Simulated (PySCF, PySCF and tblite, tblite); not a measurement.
# C7H6O3: conformers and averaged spectra, part 2 of 2

PySCF and tblite. Atoms count from 0. Earlier steps stand in the parts before.

## (8) Couplings, conformer 2: B3LYP/6-31G*+pcJ-1

The job: settings as JSON, then the geometry in Å.

```
{"job": {"xc": "B3LYP", "basis": {"default": "6-31G*", "H": "pcJ-1"}, "nuclei": ["H", "F", "P", "Si", "B"], "kind": "j"}, "charge": 0, "multiplicity": 1}
O      1.675239    -1.615642    -1.767928
C      1.563279    -0.954449    -0.777511
O      2.584074    -0.721831     0.064123
C      0.317342    -0.276141    -0.288065
C      0.355287     1.263002    -0.190544
C     -0.915287     1.625963    -0.204432
C     -1.699601     0.311499    -0.298707
C     -1.501881    -0.364878     1.063373
C     -0.232366    -0.731445     1.079501
O     -0.825916    -0.461755    -1.108699
H      3.386371    -1.163271    -0.258622
H      1.259619     1.829015    -0.110551
H     -1.365448     2.595205    -0.142162
H     -2.704698     0.350039    -0.703425
H     -2.266839    -0.463525     1.805667
H      0.363228    -1.212841     1.826572
```

The log of the run:

```text
coarse grid: 14584 points
cycle   1  E = -495.7454702797  dE =  2.176e+00  |g| = 1.165e+00  |ddm| = 4.169e+00
cycle   2  E = -495.1021277016  dE =  6.433e-01  |g| = 2.169e+00  |ddm| = 2.629e+00
cycle   3  E = -495.9735649668  dE = -8.714e-01  |g| = 4.254e-01  |ddm| = 1.956e+00
cycle   4  E = -496.0079673227  dE = -3.440e-02  |g| = 1.242e-01  |ddm| = 4.164e-01
cycle   5  E = -496.0105517084  dE = -2.584e-03  |g| = 4.389e-02  |ddm| = 1.125e-01
cycle   6  E = -496.0109667063  dE = -4.150e-04  |g| = 1.682e-02  |ddm| = 4.751e-02
cycle   7  E = -496.0110319747  dE = -6.527e-05  |g| = 5.156e-03  |ddm| = 1.800e-02
cycle   8  E = -496.0110379934  dE = -6.019e-06  |g| = 9.723e-04  |ddm| = 4.974e-03
final grid: 144312 points
cycle   9  E = -495.9290726625  dE = -4.290e-05  |g| = 7.291e-03  |ddm| = 3.922e-02
cycle  10  E = -495.9290578773  dE =  1.479e-05  |g| = 1.131e-02  |ddm| = 1.662e-02
cycle  11  E = -495.9290845273  dE = -2.665e-05  |g| = 2.261e-03  |ddm| = 1.051e-02
cycle  12  E = -495.9290855597  dE = -1.032e-06  |g| = 5.206e-04  |ddm| = 2.157e-03
cycle  13  E = -495.9290856073  dE = -4.757e-08  |g| = 1.982e-04  |ddm| = 5.295e-04
cycle  14  E = -495.9290856149  dE = -7.639e-09  |g| = 5.073e-05  |ddm| = 1.979e-04
cycle  15  E = -495.9290856154  dE = -4.577e-10  |g| = 2.514e-05  |ddm| = 6.008e-05
converged SCF energy = -495.9290856154

Indirect spin-spin couplings (Hz)
  i      j    bonds     total        FC       PSO       DSO        SD
 10 H   11 H    5     -0.309     0.031     0.804    -1.144         -
 10 H   12 H    6     -0.545    -0.086     0.927    -1.387         -
 10 H   13 H    6     -0.217     0.278     1.043    -1.538         -
 10 H   14 H    6     -0.545    -0.086     0.927    -1.387         -
 10 H   15 H    5     -0.310     0.030     0.806    -1.146         -
 11 H   12 H    3      5.988     6.579     0.620    -1.211         -
 11 H   13 H    4     -0.556     0.231     1.348    -2.135         -
 11 H   14 H    5     -0.745    -0.225     1.039    -1.559         -
 12 H   13 H    3      2.503     2.523     0.398    -0.418         -
 12 H   15 H    5     -0.745    -0.225     1.039    -1.559         -
 13 H   14 H    3      2.504     2.523     0.398    -0.418         -
 13 H   15 H    4     -0.556     0.231     1.347    -2.135         -
 14 H   15 H    3      5.988     6.579     0.620    -1.211         -
```

Run time: 34 s. Hardware: 1 thread of Arm Neoverse V1, shared host; peak memory 1 GiB.

In short: HOMO -6.20 eV, LUMO -0.80 eV; dipole 3.25 D.

## (9) The ensemble: properties at KT2/pcSseg-1 in acetonitrile

The job: settings as JSON, then the geometry in Å.

```
{"job": {"study": "conf", "smiles": "O=C(O)[C@]12C=C[C@H](C=C1)O2", "search": {"seed": 2024, "n_embed": 90, "ff_keep": 18, "window": 3.0, "nmax": 7, "temps": [220, 260, 298.15, 340, 380], "t_ref": 298.15, "order": 0.0005}, "level": {"nmr": {"xc": "KT2", "basis": "pcSseg-1", "solvent": "acetonitrile"}, "sp": {"xc": "PBE0", "basis": "def2-SVP", "solvent": "acetonitrile"}, "j": {"xc": "B3LYP", "basis": {"default": "6-31G*", "H": "pcJ-1"}, "nuclei": ["H", "F", "P", "Si", "B"]}}, "kind": "conf"}, "charge": 0, "multiplicity": 1}
O      2.025490     0.161721     1.956547
C      1.801227     0.245554     0.777088
O      2.732633     0.515274    -0.128681
C      0.435488     0.057544     0.183451
C     -0.644143     1.063992     0.631309
C     -1.573771     0.989204    -0.304939
C     -1.054356    -0.062693    -1.293058
C     -1.149628    -1.394620    -0.538257
C     -0.219057    -1.322318     0.397313
O      0.343738     0.179858    -1.228831
H      3.598591     0.630850     0.296578
H     -0.575790     1.636239     1.532572
H     -2.511145     1.497187    -0.400333
H     -1.427410    -0.029542    -2.310728
H     -1.860458    -2.164144    -0.758243
H      0.070993    -1.995162     1.176803
```

The log of the run:

```text
conformer  sym    E(xTB)   E(DFT)   G(298.15 K)  weight  dipole/D
    1     Cs      0.000    0.038    0.000   0.5365    1.781
    2     Cs      0.693    0.000    0.087   0.4635    4.268

mean shielding (ppm) by class
class atoms           220 K      260 K   298.15 K      340 K      380 K
  0 O  0            -51.883    -51.828    -51.792    -51.762    -51.742
  1 C  1             18.628     18.624     18.621     18.618     18.617
  2 O  2            120.742    120.727    120.716    120.708    120.703
  3 C  3             91.828     91.826     91.824     91.823     91.822
  4 C  4,8           38.624     38.624     38.624     38.624     38.624
  5 C  5,7           38.462     38.465     38.466     38.468     38.469
  6 C  6             99.187     99.188     99.189     99.189     99.189
  7 O  9             87.872     87.875     87.877     87.879      87.88
  8 H  10            24.305     24.305     24.305     24.305     24.305
  9 H  11,15         24.066     24.066     24.066     24.066     24.066
 10 H  12,14         23.986     23.986     23.986     23.986     23.986
 11 H  13            25.759     25.759     25.759     25.759     25.759
```

Run time: 2.7 min. Hardware: 1 thread of Arm Neoverse V1, shared host. This counts the runs that the step sums up.

The search (ETKDG and KDG, MMFF94s, GFN2-xTB) embedded 90 structures, kept 2 distinct ones after the force field and 2 after xTB; 2 were carried on (window 3.0 kcal/mol at the search's own energies). Energies: PBE0/def2-SVP in acetonitrile with D3(BJ).

Conformer by conformer (298 K):

| no. | group | mirror pair | ΔE xTB | ΔE DFT | ΔG | weight (%) | μ (D) | O0–C1–O2–H10 (°) | O2–C1–C3–O9 (°) | A, B, C (GHz) |
| --- | --- | --- | --- | --- | --- | --- | --- | --- | --- | --- |
| 1 | Cs | no | 0.00 | 0.04 | 0.00 | 53.6 | 1.78 | 0 | 1 | 2.88, 1.17, 1.15 |
| 2 | Cs | no | 0.69 | 0.00 | 0.09 | 46.4 | 4.27 | 0 | -180 | 2.88, 1.16, 1.15 |

Energies in kcal/mol. ΔG holds xTB vibrations and rotation, symmetry numbers and mirror pairs.

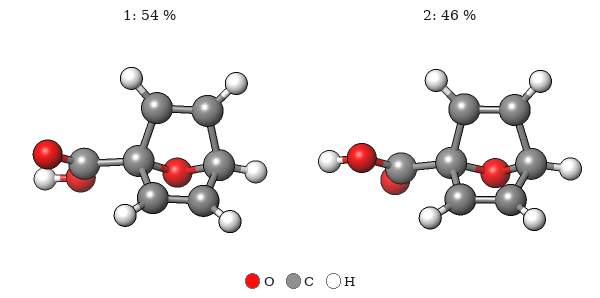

Conformers, most populated first.

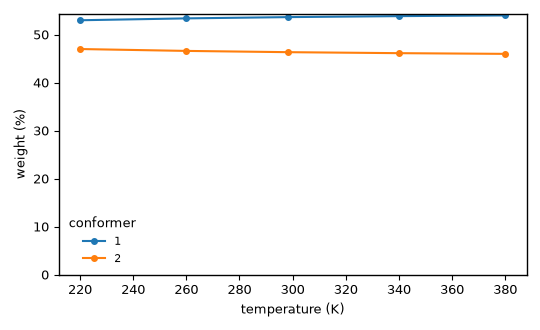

Weights against temperature.

Other ways of weighting, at the same temperature:

| scheme | 1 | 2 | mean μ (D) |
| --- | --- | --- | --- |
| DFT free energy | 54 | 46 | 2.93 |
| DFT energy, symmetry counted | 48 | 52 | 3.06 |
| DFT energy alone | 48 | 52 | 3.06 |
| xTB energy, symmetry counted | 76 | 24 | 2.37 |
| xTB free energy | 80 | 20 | 2.28 |
| lowest conformer only | 100 | 0 | 1.78 |
| equal weights | 50 | 50 | 3.02 |

Shifts against references run at the same level (¹H TMS 31.60, ¹³C TMS 186.5 ppm of shielding), by class of atoms, at 298 K:

| atoms | environment | no. 1 | no. 2 | average |
| --- | --- | --- | --- | --- |
| C1 | carboxylic acid carbon | 168.3 | 167.3 | 167.8 |
| C5, C7 | alkene CH | 147.7 | 148.3 | 148.0 |
| C4, C8 | alkene CH | 147.8 | 147.9 | 147.8 |
| C3 | fully substituted sp3 carbon bonded to O, α to a carbonyl | 94.9 | 94.3 | 94.6 |
| C6 | allylic sp3 CH bonded to O | 87.2 | 87.4 | 87.3 |
| H12, H14 | hydrogen on an alkene CH | 7.60 | 7.62 | 7.61 |
| H11, H15 | hydrogen on an alkene CH | 7.52 | 7.54 | 7.53 |
| H10 | hydrogen on an acid hydroxyl oxygen | 7.33 | 7.25 | 7.29 |
| H13 | hydrogen on an allylic sp3 CH bonded to O | 5.82 | 5.85 | 5.84 |
| O0 | carbonyl oxygen | -45.3 (σ) | -59.3 (σ) | -51.8 (σ) |
| O9 | ether oxygen | 88.2 (σ) | 87.5 (σ) | 87.9 (σ) |
| O2 | acid hydroxyl oxygen | 118.9 (σ) | 122.8 (σ) | 120.7 (σ) |

Couplings (Hz, B3LYP/6-31G*+pcJ-1; one pair named for each class), from conformers that hold 100 % of the weight:

| pair | bonds | no. 1 | no. 2 | average |
| --- | --- | --- | --- | --- |
| H11–H12 | 3 | 6.0 | 6.0 | 6.0 |
| H12–H13 | 3 | 2.5 | 2.5 | 2.5 |
| H11–H13 | 4 | -0.5 | -0.6 | -0.6 |

Effective distances for nuclear Overhauser effects, ⟨r⁻⁶⟩^(−1/6) over all pairs of two classes (Å): H12···H13 2.67; H11···H12 3.05; H10···H11 3.97.

## (10) What came out

The summary covers parts 1 to 2.

```
                                          quantity                                                value
                                        conformers  2; the first in weight is no. 1 (Cs), 54 % at 298 K
                           root-mean-square dipole                                               3.19 D
averaged ¹³C shifts (KT2/pcSseg-1 in acetonitrile)                  167.8, 148.0, 147.8, 94.6, 87.3 ppm
 averaged ¹H shifts (KT2/pcSseg-1 in acetonitrile)                           7.61, 7.53, 7.29, 5.84 ppm
```

Conformer 1 leads with 54 % at 298 K, and its share goes from 53 % at 220 K to 54 % at 380 K. Among conformers over 5 %, C1 differs by 1.1 ppm, while the average moves by 0.0 ppm from 220 to 380 K. Protons on O, N, S or Se exchange and bind to solvent, so their values hold for the lone molecule only.
